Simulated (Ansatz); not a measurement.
# BHLYP/def2-SVP (core potential) run of C3H9In (trimethylindium (TMIn))

Aim: the electronic atomisation energy of C3H9In (trimethylindium (TMIn)) at BHLYP/def2-SVP (core potential), from 4 runs. 

Program for the calculation: Ansatz 0.2.0.

35 further runs of the same task are left out: 2 that didn't finish, 33 set aside as unsound or not needed.

## 1. The structure to begin with

C3H9In has 13 atoms, charge 0, and is taken as a singlet. SMILES: `[CH3][In]([CH3])[CH3]`. The coordinates come from a PBE0-D4/def2-TZVP relaxation.

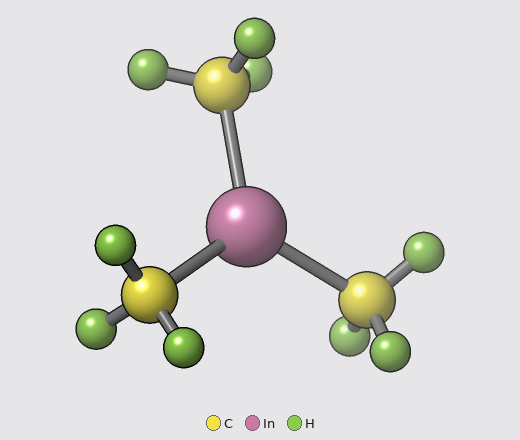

The structure, seen from a chosen angle (carbon yellow, indium pink, hydrogen green).

## 2. A single-point energy at BHLYP/def2-SVP (core potential)

File in.yaml:

```yaml
crystal:
  periodic: [false, false, false]
  atoms:
    - symbol: C
      position_ang: [-0.506200, 1.897900, -0.902800]
    - symbol: In
      position_ang: [0.007900, -0.003300, -0.006900]
    - symbol: C
      position_ang: [1.475300, -0.088600, 1.581000]
    - symbol: C
      position_ang: [-0.956600, -1.818200, -0.683200]
    - symbol: H
      position_ang: [0.329400, 2.598000, -0.853700]
    - symbol: H
      position_ang: [-1.344900, 2.339400, -0.357000]
    - symbol: H
      position_ang: [-0.811500, 1.777000, -1.943300]
    - symbol: H
      position_ang: [1.276400, -0.918200, 2.261200]
    - symbol: H
      position_ang: [1.500700, 0.842500, 2.149300]
    - symbol: H
      position_ang: [2.467200, -0.242700, 1.146600]
    - symbol: H
      position_ang: [-1.254700, -1.743900, -1.730100]
    - symbol: H
      position_ang: [-1.858700, -1.990800, -0.089300]
    - symbol: H
      position_ang: [-0.304000, -2.683700, -0.557100]
basis:
  gaussian:
    orbitals: def2-SVP
accuracy: high
output:
  orbitals: {seedname: orbitals}
hamiltonian:
  xc: {name: BHLYP}
```

The run is started by

```console
$ ansatz run in.yaml --threads 1 --pin off --max-ram 3480MiB --events-out events.jsonl --progress --plain --runs-dir runs
```

The program printed:

```text
Warning: RAYON_NUM_THREADS=1 ignored (pool sized by the plan → 1); use --threads N
Functional definition: BHLYP
  name "BHLYP"
  parameter a = 0.5
  exchange = (1 - a)*b88_x + a*exact_x
  correlation = lyp_c
2860 factors; integrals over basis functions are off by at most 1.9e-8 eV
mean field evaluation 1: about -8415.0377 eV, gradient 6.0e1 eV
mean field evaluation 2: about -8417.2057 eV, gradient 5.1e1 eV
mean field evaluation 4: about -8423.9250 eV, gradient 1.4e0 eV
mean field evaluation 8: about -8424.3226 eV, gradient 2.1e-2 eV
mean field evaluation 16: about -8424.3227 eV, gradient 8.2e-6 eV
mean field -8424.32267926 eV, -309.5881482518 hartree, gradient 2.6e-8 eV, S^2 0.000000; 0 other end points of the search recorded, 0 dependent functions left out
reference -8424.32271353 eV, -309.5881495111 hartree; 24, 24 occupied and 89, 89 virtual orbitals, 2860 factors
Total energy: -8424.32271353 eV, -309.5881495111 hartree
```

Run time: 18 s. Hardware: 1 thread of Arm Neoverse V1, shared host; peak memory 0.48 GiB.

## 3. The C atom, same level

File input.yaml:

```yaml
crystal:
  periodic: [false, false, false]
  atoms:
    - {symbol: C, position_ang: [0.000000, 0.000000, 0.000000]}
basis:
  gaussian: {orbitals: def2-SVP}
magnetization: {spin_polarized: true, initial_magnetization: 2}
hamiltonian: {xc: {name: BHLYP}}
accuracy: high
```

Run the same way, it converges to -37.80198 Eh (log not shown).

## 4. The H atom, same level

File input.yaml:

```yaml
crystal:
  periodic: [false, false, false]
  atoms:
    - {symbol: H, position_ang: [0.000000, 0.000000, 0.000000]}
basis:
  gaussian:
    orbitals: def2-SVP
magnetization:
  spin_polarized: true
  initial_magnetization: 1
hamiltonian:
  xc: {name: BHLYP}
accuracy: high
```

Run the same way, it converges to -0.49784 Eh (log not shown).

## 5. The In atom, same level

File run.yaml:

```yaml
crystal:
  periodic: [false, false, false]
  atoms:
    - {symbol: In, position_ang: [0.000000, 0.000000, 0.000000]}
basis:
  gaussian: {orbitals: def2-SVP}
magnetization: {spin_polarized: true, initial_magnetization: 1}
hamiltonian: {xc: {name: BHLYP}}
accuracy: high
```

Run the same way, it converges to -190.03595 Eh (log not shown).

## 6. What came out

At BHLYP/def2-SVP (core potential):

| quantity | value |
| --- | --- |
| molecule: total energy | -309.58815 Eh |
| molecule: HOMO energy | -7.99 eV |
| molecule: LUMO energy | -0.13 eV |
| molecule: HOMO–LUMO gap | 7.86 eV |
| C atom: total energy | -37.80198 Eh |
| C atom: ⟨S²⟩ | 2.003 |
| H atom: total energy | -0.49784 Eh |
| H atom: ⟨S²⟩ | 0.750 |
| In atom: total energy | -190.03595 Eh |
| In atom: ⟨S²⟩ | 0.753 |
| electronic atomisation energy | 45.326 eV |

What this shows: Taking the molecule apart into free atoms costs 45.33 eV (4373 kJ/mol), before zero-point energy and without spin-orbit coupling.
